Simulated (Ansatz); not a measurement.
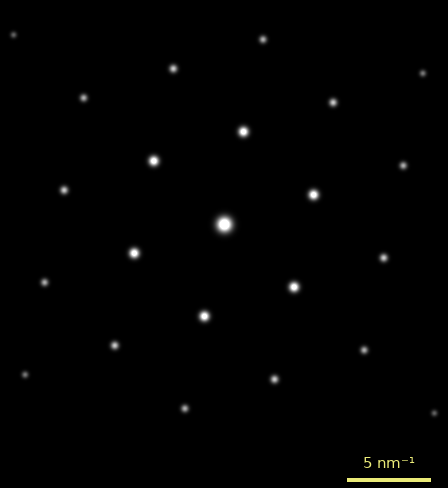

The pattern is a kinematic simulation for 200 kV electrons (no multiple scattering; isotropic B = 0.8 Å²).

Read the repeat vectors of the pattern off the scale bar.

The spots form a hexagonal net with both shortest vectors at d = 1.76 Å, 60.0° apart.

What is the point symmetry of the pattern, intensities included?

6mm. Such a pattern arises along the three- or sixfold axis of a trigonal, hexagonal or cubic crystal.

Which crystal and zone produced it?

This cannot be fixed from one zone alone; the pattern is [001] of GdAgO2, space group R-3m (No. 166), a = 3.519 Å, c = 15.791 Å (hexagonal axes). The net vectors are 2 -1 0 and 1 1 0. Structure: the geometry relaxed with Ansatz, DFT PBEsol, scalar-relativistic, plane waves, PAW; the starting structure was generated, so it need not be a known form of this composition.
